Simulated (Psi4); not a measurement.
## Single-point calculation, with input and output: CH7GaSi (part 1 of 2)

The run: single-point calculation of CH7GaSi, multiplicity 3. Method and program: OMP2/6-31G*, UHF (Psi4 1.11).

The geometry is that of the parent species in another charge or spin state. The geometry comes from this level: PBE0-D4/def2-TZVP.

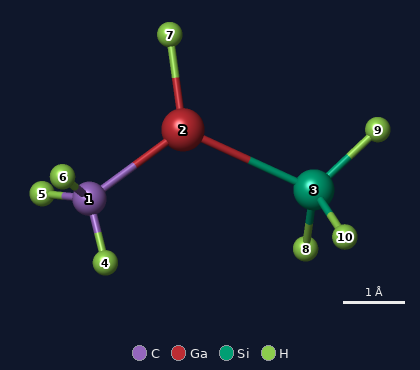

Figure 1. The input geometry (ball-and-stick view, seen at a tilt; atoms are numbered from 1 in the order of the input). Sticks mark near contacts.

### Input (input.inp)
```
memory 2.2 GB

molecule molecule1 {
  0 3
  C     -1.123300     1.394100    -0.619200
  Ga     0.561500     0.659300     0.093300
  Si     0.786700    -1.705300     0.550700
  H     -1.924300     0.656600    -0.670400
  H     -0.947000     1.785400    -1.626000
  H     -1.454200     2.236500    -0.005700
  H      1.759600     1.654600     0.346000
  H      0.531000    -2.496200    -0.688800
  H      2.125000    -2.100900     1.069700
  H     -0.231700    -2.135100     1.553300
  symmetry c1
  no_reorient
  no_com
}

set basis 6-31G*
set reference uhf
set puream true
set e_convergence 1e-09
set d_convergence 1e-08
set scf_type pk
set num_frozen_docc 15
set maxiter 100

energy_value, wavefunction = energy("omp2", return_wfn=True)
```

Run as:
```bash
psi4 -n 1 input.inp input.out
```

### The program's output
```
Psi4 1.11 release

   => Loading Basis Set <=

    Name: 6-31G*
    Role: ORBITAL
    Keyword: BASIS

         ---------------------------------------------------------
                                   SCF
                              UHF Reference
                        1 Threads,   2098 MiB Core
         ---------------------------------------------------------

  ==> Geometry <==

    Molecular point group: c1
    Full point group: C1

    Geometry (in Angstrom), charge = 0, multiplicity = 3:

       Center              X                  Y                   Z               Mass
    ------------   -----------------  -----------------  -----------------  -----------------
         C           -1.123300000000     1.394100000000    -0.619200000000    12.000000000000
         GA           0.561500000000     0.659300000000     0.093300000000    68.925573500000
         SI           0.786700000000    -1.705300000000     0.550700000000    27.976926534650
         H           -1.924300000000     0.656600000000    -0.670400000000     1.007825032230
         H           -0.947000000000     1.785400000000    -1.626000000000     1.007825032230
         H           -1.454200000000     2.236500000000    -0.005700000000     1.007825032230
         H            1.759600000000     1.654600000000     0.346000000000     1.007825032230
         H            0.531000000000    -2.496200000000    -0.688800000000     1.007825032230
         H            2.125000000000    -2.100900000000     1.069700000000     1.007825032230
         H           -0.231700000000    -2.135100000000     1.553300000000     1.007825032230

  Running in c1 symmetry.

  Rotational constants: A =      0.27063  B =      0.08711  C =      0.06827 [cm^-1]
  Rotational constants: A =   8113.14738  B =   2611.55490  C =   2046.77675 [MHz]
  Nuclear repulsion =  238.583028564977326

  Charge       = 0
  Multiplicity = 3
  Electrons    = 58
  Nalpha       = 30
  Nbeta        = 28

  ==> Algorithm <==

  SCF Algorithm Type is PK.
  DIIS enabled.
  MOM disabled.
  Fractional occupation disabled.
  Guess Type is SAD.
  Energy threshold   = 1.00e-09
  Density threshold  = 1.00e-08
  Integral threshold = 1.00e-12

  ==> Primary Basis <==

  Basis Set: 6-31G*
    Blend: 6-31G*
    Number of shells: 40
    Number of basis functions: 78
    Number of Cartesian functions: 83
    Spherical Harmonics?: true
    Max angular momentum: 2

  ==> Integral Setup <==

  Using in-core PK algorithm.
   Calculation information:
      Number of atoms:                  10
      Number of AO shells:              40
      Number of primitives:            113
      Number of atomic orbitals:        83
      Number of basis functions:        78

      Integral cutoff                 1.00e-12
      Number of threads:                 1

  Performing in-core PK
  Using 9495642 doubles for integral storage.
  We computed 293015 shell quartets total.
  Whereas there are 336610 unique shell quartets.

  ==> DiskJK: Disk-Based J/K Matrices <==

    J tasked:                  Yes
    K tasked:                  Yes
    wK tasked:                  No
    Memory [MiB]:             1573
    Schwarz Cutoff:          1E-12

  Minimum eigenvalue in the overlap matrix is 1.1701918129E-02.
  Reciprocal condition number of the overlap matrix is 2.4058870676E-03.
    Using symmetric orthogonalization.

  ==> Pre-Iterations <==

  SCF Guess: Superposition of Atomic Densities via on-the-fly atomic UHF (no occupation information).

   -------------------------
    Irrep   Nso     Nmo
   -------------------------
     A         78      78
   -------------------------
    Total      78      78
   -------------------------

  ==> Iterations <==

                        Total Energy        Delta E     RMS |[F,P]|

   @UHF iter SAD: -2248.92947645749382   -2.24893e+03   0.00000e+00
   @UHF iter   1: -2251.68308072214450   -2.75360e+00   3.40182e-02 DIIS/ADIIS
   @UHF iter   2: -2243.67573702883192    8.00734e+00   8.47306e-02 DIIS/ADIIS
   @UHF iter   3: -2253.44807752209454   -9.77234e+00   1.02842e-02 DIIS/ADIIS
   @UHF iter   4: -2253.59418211148204   -1.46105e-01   1.30359e-03 DIIS/ADIIS
   @UHF iter   5: -2253.61865004044375   -2.44679e-02   7.49860e-04 DIIS/ADIIS
   @UHF iter   6: -2253.63264661217409   -1.39966e-02   5.02177e-04 DIIS/ADIIS
   @UHF iter   7: -2253.64249730780148   -9.85070e-03   3.51005e-04 DIIS/ADIIS
   @UHF iter   8: -2253.64729900083148   -4.80169e-03   3.05205e-04 DIIS/ADIIS
   @UHF iter   9: -2253.65199768718503   -4.69869e-03   2.76336e-04 DIIS/ADIIS
   @UHF iter  10: -2253.65619700864090   -4.19932e-03   2.54398e-04 DIIS/ADIIS
   @UHF iter  11: -2253.65926900213708   -3.07199e-03   1.87904e-04 DIIS/ADIIS
   @UHF iter  12: -2253.66139630628641   -2.12730e-03   1.41171e-04 DIIS/ADIIS
   @UHF iter  13: -2253.66244650083127   -1.05019e-03   9.88708e-05 DIIS
   @UHF iter  14: -2253.66236838850364    7.81123e-05   8.40814e-05 DIIS
   @UHF iter  15: -2253.66264115231161   -2.72764e-04   2.86407e-05 DIIS
   @UHF iter  16: -2253.66267169782532   -3.05455e-05   2.30827e-05 DIIS
   @UHF iter  17: -2253.66268027065826   -8.57283e-06   9.73642e-06 DIIS
   @UHF iter  18: -2253.66268261471123   -2.34405e-06   6.44671e-06 DIIS
   @UHF iter  19: -2253.66268381186592   -1.19715e-06   2.78919e-06 DIIS
   @UHF iter  20: -2253.66268394936924   -1.37503e-07   7.85589e-07 DIIS
   @UHF iter  21: -2253.66268396205578   -1.26865e-08   4.20003e-07 DIIS
   @UHF iter  22: -2253.66268396487749   -2.82171e-09   1.07510e-07 DIIS
   @UHF iter  23: -2253.66268396503938   -1.61890e-10   3.89725e-08 DIIS
   @UHF iter  24: -2253.66268396506439   -2.50111e-11   1.35612e-08 DIIS
   @UHF iter  25: -2253.66268396506803   -3.63798e-12   6.74478e-09 DIIS
  Energy and wave function converged.

  ==> Post-Iterations <==

   @Spin Contamination Metric:   7.617891920E-03
   @S^2 Expected:                2.000000000E+00
   @S^2 Observed:                2.007617892E+00
   @S   Expected:                1.000000000E+00
   @S   Observed:                1.000000000E+00

    Orbital Energies [Eh]
    ---------------------

    Alpha Occupied:

       1A   -378.820050     2A    -68.826141     3A    -48.198226
       4A    -42.529436     5A    -42.528772     6A    -42.526170
       7A    -11.209875     8A     -6.407296     9A     -6.188068
      10A     -4.502232    11A     -4.498535    12A     -4.493138
      13A     -4.299518    14A     -4.290809    15A     -4.290374
      16A     -1.191026    17A     -1.187537    18A     -1.186603
      19A     -1.181114    20A     -1.179277    21A     -0.924260
      22A     -0.785620    23A     -0.594809    24A     -0.552370
      25A     -0.546700    26A     -0.527453    27A     -0.525872
      28A     -0.431550    29A     -0.402915    30A     -0.206225

    Alpha Virtual:

      31A      0.098355    32A      0.105979    33A      0.148016
      34A      0.152857    35A      0.158933    36A      0.180977
      37A      0.224592    38A      0.263751    39A      0.300372
      40A      0.320316    41A      0.328666    42A      0.345688
      43A      0.361058    44A      0.382380    45A      0.405339
      46A      0.446615    47A      0.477929    48A      0.526168
      49A      0.592158    50A      0.651156    51A      0.685909
      52A      0.726508    53A      0.790870    54A      0.832428
      55A      0.847514    56A      0.854684    57A      0.890487
      58A      0.930188    59A      0.984858    60A      1.088333
      61A      1.170650    62A      1.179875    63A      1.279605
      64A      1.313992    65A      1.380944    66A      1.394330
      67A      1.427788    68A      1.470676    69A      2.049805
      70A      2.060992    71A      2.397371    72A      2.603959
      73A      2.614362    74A      3.319011    75A      3.360405
      76A      3.374018    77A      3.452041    78A      3.485275

    Beta Occupied:

       1A   -378.818040     2A    -68.822686     3A    -48.198075
       4A    -42.527443     5A    -42.527378     6A    -42.526177
       7A    -11.208101     8A     -6.403858     9A     -6.182985
      10A     -4.496241    11A     -4.493655    12A     -4.491790
      13A     -4.288864    14A     -4.288465    15A     -4.283127
      16A     -1.186249    17A     -1.184238    18A     -1.183583
      19A     -1.180155    20A     -1.177967    21A     -0.913564
      22A     -0.725703    23A     -0.548091    24A     -0.536953
      25A     -0.511877    26A     -0.505652    27A     -0.500908
      28A     -0.383011

    Beta Virtual:

      29A     -0.070780    30A      0.081680    31A      0.127404
      32A      0.137648    33A      0.168644    34A      0.182618
      35A      0.184900    36A      0.197445    37A      0.273425
      38A      0.296720    39A      0.310862    40A      0.344432
      41A      0.350430    42A      0.364652    43A      0.374624
      44A      0.401530    45A      0.426806    46A      0.466217
      47A      0.516057    48A      0.585810    49A      0.637008
      50A      0.667663    51A      0.723712    52A      0.756189
      53A      0.815815    54A      0.846294    55A      0.857034
      56A      0.879479    57A      0.904928    58A      0.936973
      59A      1.010113    60A      1.115185    61A      1.174163
      62A      1.186104    63A      1.293398    64A      1.324395
      65A      1.394616    66A      1.411819    67A      1.437160
      68A      1.475179    69A      2.056434    70A      2.068516
      71A      2.405698    72A      2.608424    73A      2.616712
      74A      3.330255    75A      3.372681    76A      3.385959
      77A      3.458885    78A      3.492893

    Final Occupation by Irrep:
              A
    DOCC [    28 ]
    SOCC [     2 ]
    NA   [    30 ]
    NB   [    28 ]

  @UHF Final Energy: -2253.66268396506803

   => Energetics <=

    Nuclear Repulsion Energy =            238.5830285649773259
    One-Electron Energy =               -3615.3646164139040593
    Two-Electron Energy =                1123.1189038838585930
    Total Energy =                      -2253.6626839650680267

  UHF NO Occupations:
  HONO-2 :   28  A 1.9980429
  HONO-1 :   29  A 1.0000000
  HONO-0 :   30  A 1.0000000
  LUNO+0 :   31  A 0.0019571
  LUNO+1 :   32  A 0.0008408
  LUNO+2 :   33  A 0.0003481
  LUNO+3 :   34  A 0.0002673

Computation Completed

Properties will be evaluated at   0.000000,   0.000000,   0.000000 [a0]

Properties computed using the SCF density matrix

 Multipole Moments:

 ------------------------------------------------------------------------------------
     Multipole            Electronic (a.u.)      Nuclear  (a.u.)        Total (a.u.)
 ------------------------------------------------------------------------------------

 L = 1.  Multiply by 2.5417464519 to convert [e a0] to [Debye]
 Dipole X            :        -40.9043527           40.7026220           -0.2017306
 Dipole Y            :         -9.4914922            8.5597035           -0.9317887
 Dipole Z            :        -12.9083060           12.9729699            0.0646638
 Magnitude           :                                                    0.9555663

 ------------------------------------------------------------------------------------

	total time  =          2 seconds =       0.03 minutes
  Constructing Basis Sets for DFOCC...

   => Loading Basis Set <=

    Name: (6-31G* AUX)
    Role: JKFIT
    Keyword: DF_BASIS_SCF

   => Loading Basis Set <=

    Name: (6-31G* AUX)
    Role: RIFIT
    Keyword: DF_BASIS_CC
```
